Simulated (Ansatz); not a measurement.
One crystal and one scan (scan of one atom of the cell) at two levels, PBE (plane waves to 420 eV, PAW, scalar-relativistic; Ansatz, a quantum-chemistry and plane-wave program) and r2SCAN (plane waves to 500 eV, PAW, scalar-relativistic; Ansatz), each from its own relaxed cell and on its own mesh. The cell shown is that of PBE.

Relaxed Al (fcc, Cu type):

```
Al
1.0
    4.03999     0.00000     0.00000
    0.00000     4.03999     0.00000
    0.00000     0.00000     4.03999
Al
4
Cartesian
  0.00000   0.00000   0.00000
  2.01999   2.01999   0.00000
  2.01999   0.00000   2.01999
  0.00000   2.01999   2.01999
```

In this cell atom 3 (Al, nearest neighbour Al at 2.857 Å; its periodic images, 4.0 Å or more away, move with it) is moved by s along Cartesian [111], unit vector (0.577, 0.577, 0.577); all other atoms and the cell stay fixed.

The energy includes the smearing's −TS. Al was relaxed with its symmetry unable to fall. The PAW data are Ansatz's earlier set. (PBE) On this mesh the relaxed cell isn't quite at rest: it carries a pressure of 0.2 GPa (compression positive) at the zero of the scan. (r2SCAN) On this mesh the relaxed cell isn't quite at rest: it carries a pressure of 0.3 GPa (compression positive) at the zero of the scan. With partly filled bands, energies and forces of such displacements shift with the k mesh and the smearing. Percentages come from the unrounded values.

```tsv
quantity	PBE	r2SCAN	PBE − r2SCAN
Lattice constant a (Å)	4.040	3.991	+0.049 (+1.2 %)
Force constant k = d²E/ds² at s = 0 (finite differences) (eV/Å²)	4.35	5.50	-1.15 (-21 %)
```

PBE gives the higher value for: lattice constant a. PBE gives the lower value for: force constant k = d²E/ds² at s = 0. Both give the same shape of the curve: a single well with its minimum at or next to zero displacement.

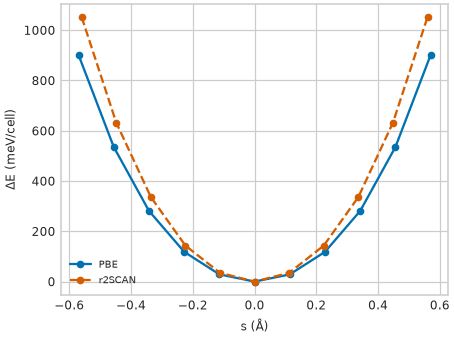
Figure: ΔE, each from the undisplaced structure of its own level.

(A displaced cell: forces are minus the slopes of the energy, force constants its curvatures, and phonons follow from these.)
